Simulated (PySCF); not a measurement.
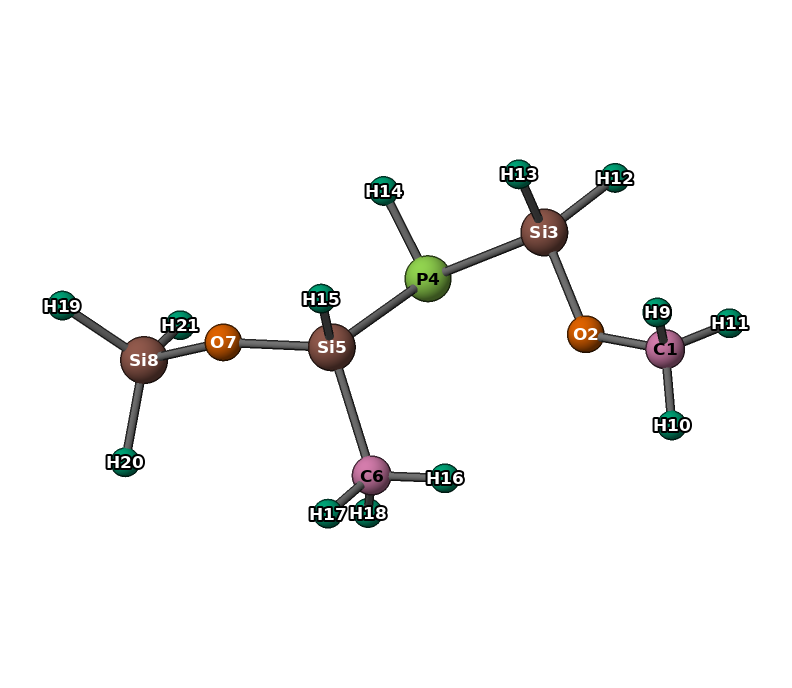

The questions are on isotropic NMR shieldings of the C atoms. The computed structure is the end point of a GFN2-xTB optimisation. No frequency run is at hand to confirm it as a minimum. Properties computed with GIAO PBE0/pcSseg-1 NMR shielding, non-relativistic, gas phase (PySCF 2.14.0).

List the isotropic NMR shieldings of the C atoms.

```csv
atom,σ (ppm)
C1,131.5
C6,182.1
```

The geometry is semi-empirical. Around P, Si such bond lengths and angles can be off by a tenth of an ångström or more and by several degrees, and values that hang on the shape move with them.
